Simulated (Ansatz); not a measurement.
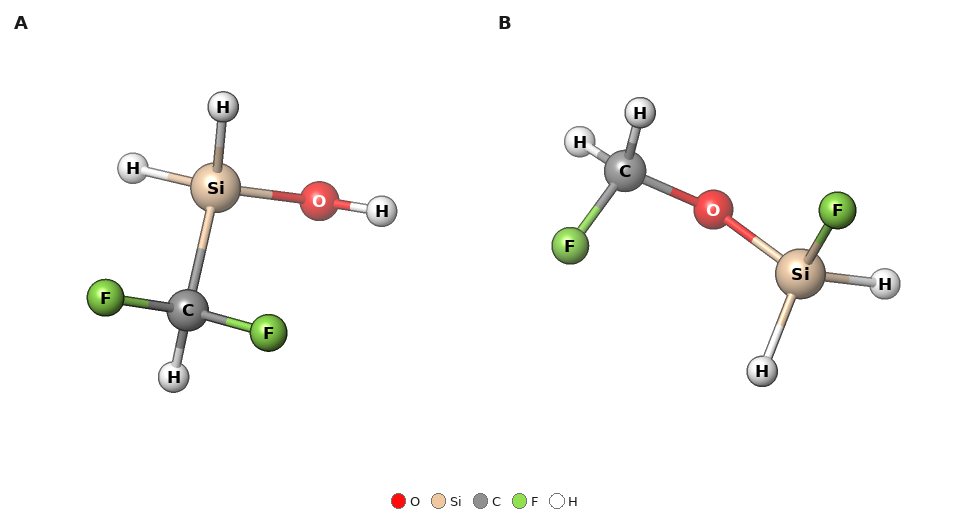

Atoms fade into the background with distance from the viewer. The geometry was computed by an optimisation with PBE0-D4/def2-TZVP. No frequency run is at hand to confirm it as a minimum.

Can A be turned into B by a rotation alone?

Answer. No. They are constitutional isomers of CH4F2OSi: A is O[SiH2]C(F)F, B is FCO[SiH2]F
